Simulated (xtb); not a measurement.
## Geometry relaxation of CH4BrFSn (part 1 of 3)

- system: CH4BrFSn
- method: GFN2-xTB (xtb 6.7.1 later snapshot)

The geometry comes from this level: PBE0-D4/def2-TZVP.

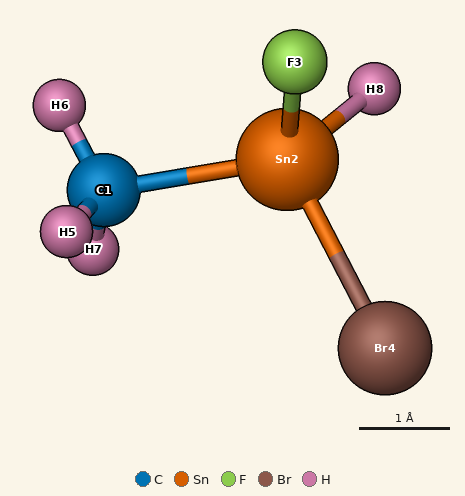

The starting structure (ball-and-stick view, seen at a tilt; atoms are numbered from 1 in the order of the input). Sticks mark near contacts. Bond lengths as drawn: Br–Sn 2.47 Å, C–H 1.09 Å, C–Sn 2.12 Å, F–Sn 1.92 Å and H–Sn 1.70 Å.

### Key numbers

```csv
quantity,value
outcome,converged
electrons treated,26
total energy,−15.147741 hartree
dispersion energy,−0.004628 hartree
basis functions,32
HOMO,−11.68 eV
LUMO,−8.39 eV
dipole moment,6.25 D
hardware,"1 thread of Arm Neoverse V1, 24 GiB of memory available, shared host"
peak memory,0.074 GiB
```

### Input (struc.xyz)
```
8
CH4BrFSn
C     -0.26540000     1.15420000     0.18780000
Sn     0.30490000    -0.81590000    -0.33020000
F      1.78920000    -1.24190000     0.81140000
Br    -1.47730000    -2.39220000     0.32870000
H     -0.49950000     1.16990000     1.25130000
H      0.55900000     1.83590000    -0.01970000
H     -1.14380000     1.44640000    -0.38640000
H      0.82500000    -1.21390000    -1.89870000
```

Launched with:
```bash
xtb struc.xyz -o vtight --gfn 2 --chrg 0 --uhf 0 --parallel 1 > run.log 2> xtb.err
```

### The program's output
```
* xtb version 6.7.1
   ID    Z sym.   atoms
    1    6 C      1
    2   50 Sn     2
    3    9 F      3
    4   35 Br     4
    5    1 H      5-8

           -------------------------------------------------
          |                Calculation Setup                |
           -------------------------------------------------

          program call               : xtb struc.xyz -o vtight --gfn 2 --chrg 0 --uhf 0 --parallel 1
          coordinate file            : struc.xyz
          omp threads                :                     1

           -------------------------------------------------
          |                 G F N 2 - x T B                 |
           -------------------------------------------------

      * Hamiltonian:
        H0-scaling (s, p, d)           1.850000    2.230000    2.230000
        zeta-weighting                 0.500000
      * Dispersion:
        s8                             2.700000
        a1                             0.520000
        a2                             5.000000
        s9                             5.000000
      * Repulsion:
        kExp                           1.500000    1.000000
        rExp                           1.000000
      * Coulomb:
        alpha                          2.000000
        third order                    shell-resolved
        anisotropic                    true
        a3                             3.000000
        a5                             4.000000
        cn-shift                       1.200000
        cn-exp                         4.000000
        max-rad                        5.000000

          ...................................................
          :                      SETUP                      :
          :.................................................:
          :  # basis functions                  32          :
          :  # atomic orbitals                  30          :
          :  # shells                           14          :
          :  # electrons                        26          :
          :  max. iterations                   250          :
          :  Hamiltonian                  GFN2-xTB          :
          :  restarted?                      false          :
          :  GBSA solvation                  false          :
          :  PC potential                    false          :
          :  electronic temp.          300.0000000     K    :
          :  accuracy                    1.0000000          :
          :  -> integral cutoff          0.2500000E+02      :
          :  -> integral neglect         0.1000000E-07      :
          :  -> SCF convergence          0.1000000E-05 Eh   :
          :  -> wf. convergence          0.1000000E-03 e    :
          :  Broyden damping             0.4000000          :
          :  net charge                          0          :
          :  unpaired electrons                  0          :
          ...................................................

 iter      E             dE          RMSdq      gap      omega  full diag
   1    -14.1244091 -0.141244E+02  0.152E+01    3.99       0.0  T
   2    -13.4550610  0.669348E+00  0.275E+01    5.13       1.0  T
   3    -14.9975824 -0.154252E+01  0.119E+01    4.48       1.0  T
   4    -15.1714863 -0.173904E+00  0.520E+00    3.86       1.0  T
   5    -15.2081382 -0.366519E-01  0.163E+00    3.76       1.0  T
   6    -15.2055854  0.255283E-02  0.204E+00    3.71       1.0  T
   7    -15.2099350 -0.434964E-02  0.466E-01    3.85       1.0  T
   8    -15.2101689 -0.233854E-03  0.343E-01    3.84       1.0  T
   9    -15.2102772 -0.108278E-03  0.321E-01    3.82       1.0  T
  10    -15.2102448  0.323982E-04  0.287E-01    3.80       1.0  T
  11    -15.2103268 -0.819983E-04  0.175E-01    3.78       1.0  T
  12    -15.2103617 -0.349143E-04  0.279E-02    3.80       1.3  T
  13    -15.2103615  0.154871E-06  0.367E-02    3.80       1.0  T
  14    -15.2103631 -0.159831E-05  0.173E-02    3.80       2.0  T
  15    -15.2103635 -0.348312E-06  0.218E-03    3.80      16.2  T
  16    -15.2103635 -0.124800E-07  0.990E-04    3.80      35.7  T
  17    -15.2103635  0.534435E-09  0.129E-03    3.80      27.4  T
  18    -15.2103635 -0.222193E-08  0.762E-05    3.80     464.2  T

   *** convergence criteria satisfied after 18 iterations ***

         #    Occupation            Energy/Eh            Energy/eV
      -------------------------------------------------------------
         1        2.0000           -0.8660742             -23.5671
       ...           ...                  ...                  ...
         7        2.0000           -0.4896719             -13.3247
         8        2.0000           -0.4867798             -13.2460
         9        2.0000           -0.4855314             -13.2120
        10        2.0000           -0.4647088             -12.6454
        11        2.0000           -0.4560231             -12.4090
        12        2.0000           -0.4296823             -11.6923
        13        2.0000           -0.4288541             -11.6697 (HOMO)
        14                         -0.2891754              -7.8689 (LUMO)
        15                         -0.1488274              -4.0498
        16                         -0.1406057              -3.8261
        17                         -0.1086817              -2.9574
        18                         -0.0516185              -1.4046
       ...                                ...                  ...
        30                          0.9796415              26.6574
      -------------------------------------------------------------
                  HL-Gap            0.1396787 Eh            3.8009 eV
             Fermi-level           -0.3590148 Eh           -9.7693 eV

 SCC (total)                   0 d,  0 h,  0 min,  0.006 sec
 SCC setup                      ...        0 min,  0.000 sec (  1.063%)
 Dispersion                     ...        0 min,  0.000 sec (  0.403%)
 classical contributions        ...        0 min,  0.000 sec (  0.118%)
 integral evaluation            ...        0 min,  0.001 sec ( 11.599%)
 iterations                     ...        0 min,  0.004 sec ( 65.991%)
 molecular gradient             ...        0 min,  0.001 sec ( 19.432%)
 printout                       ...        0 min,  0.000 sec (  1.201%)

         :::::::::::::::::::::::::::::::::::::::::::::::::::::
         ::                     SUMMARY                     ::
         :::::::::::::::::::::::::::::::::::::::::::::::::::::
         :: total energy             -15.146041533342 Eh    ::
         :: gradient norm              0.021868544699 Eh/a0 ::
         :: HOMO-LUMO gap              3.800851950229 eV    ::
         ::.................................................::
         :: SCC energy               -15.210358371853 Eh    ::
         :: -> isotropic ES            0.016976427019 Eh    ::
         :: -> anisotropic ES          0.000291111823 Eh    ::
         :: -> anisotropic XC         -0.004364031976 Eh    ::
         :: -> dispersion             -0.004689651170 Eh    ::
         :: repulsion energy           0.064316838511 Eh    ::
         :: add. restraining           0.000000000000 Eh    ::
         :: total charge               0.000000000000 e     ::
         :::::::::::::::::::::::::::::::::::::::::::::::::::::

      -----------------------------------------------------------
     |                   =====================                   |
     |                        A N C O P T                        |
     |                   =====================                   |
     |               Approximate Normal Coordinate               |
     |                Rational Function Optimizer                |
      -----------------------------------------------------------

          ...................................................
          :                      SETUP                      :
          :.................................................:
          :   optimization level         verytight          :
          :   max. optcycles                   200          :
          :   ANC micro-cycles                  20          :
          :   degrees of freedom                18          :
          :.................................................:
          :   RF solver                   davidson          :
          :   write xtbopt.log                true          :
          :   linear?                        false          :
          :   energy convergence         0.1000000E-06 Eh   :
          :   grad. convergence          0.2000000E-03 Eh/α :
          :   maximum RF displ.          1.0000000          :
          :   Hlow (freq-cutoff)         0.1000000E-01      :
          :   Hmax (freq-cutoff)         5.0000000          :
          :   S6 in model hess.         20.0000000          :
          ...................................................

generating ANC from exact Hessian ...
Using Lindh-Hessian (1995)
 Shifting diagonal of input Hessian by    9.1550851457657643E-003
 Lowest  eigenvalues of input Hessian
    0.000000    0.000000    0.000000    0.000000    0.000000    0.000000
    0.010000    0.010274    0.010718    0.011633    0.012723    0.014407
    0.020019    0.020995    0.043443    0.073773    0.127328    0.127629
 Highest eigenvalues
    0.164978    0.247800    0.530482    0.666311    1.078370    1.080079

........................................................................
.............................. CYCLE    1 ..............................
........................................................................

 iter      E             dE          RMSdq      gap      omega  full diag
   1    -15.2103635 -0.152104E+02  0.229E-05    3.80       0.0  T
   2    -15.2103635  0.106581E-11  0.415E-05    3.80     852.7  T
   3    -15.2103635 -0.137490E-11  0.288E-05    3.80    1226.8  T
     SCC iter.                  ...        0 min,  0.001 sec
     gradient                   ...        0 min,  0.001 sec
 * total energy  :   -15.1460415 Eh     change       -0.1149658E-10 Eh
   gradient norm :     0.0218686 Eh/α   predicted     0.0000000E+00 (-100.00%)
   displ. norm   :     0.2596588 α      lambda       -0.2428759E-02
   maximum displ.:     0.1513831 α      in ANC's #4, #6, #9, ...

........................................................................
.............................. CYCLE    2 ..............................
........................................................................

 iter      E             dE          RMSdq      gap      omega  full diag
   1    -15.2099509 -0.152100E+02  0.120E+00    3.47       0.0  T
   2    -15.2099613 -0.103882E-04  0.532E-01    3.56       1.0  T
   3    -15.2098146  0.146646E-03  0.599E-01    3.52       1.0  T
   4    -15.2099597 -0.145058E-03  0.332E-01    3.54       1.0  T
   5    -15.2102603 -0.300660E-03  0.802E-02    3.54       1.0  T
   6    -15.2102647 -0.439629E-05  0.320E-02    3.54       1.1  T
   7    -15.2102655 -0.755520E-06  0.132E-02    3.54       2.7  T
   8    -15.2102656 -0.164233E-06  0.576E-03    3.54       6.1  T
   9    -15.2102657 -0.171467E-07  0.207E-03    3.54      17.1  T
  10    -15.2102657 -0.177807E-08  0.110E-03    3.54      32.2  T
  11    -15.2102657 -0.109003E-08  0.290E-04    3.54     122.1  T
  12    -15.2102657 -0.838352E-10  0.873E-05    3.54     404.9  T
     SCC iter.                  ...        0 min,  0.002 sec
     gradient                   ...        0 min,  0.001 sec
 * total energy  :   -15.1473178 Eh     change       -0.1276314E-02 Eh
   gradient norm :     0.0101221 Eh/α   predicted    -0.1296253E-02 (   1.56%)
   displ. norm   :     0.1977435 α      lambda       -0.9737187E-03
   maximum displ.:     0.1030226 α      in ANC's #4, #8, #9, ...

........................................................................
.............................. CYCLE    3 ..............................
........................................................................
```
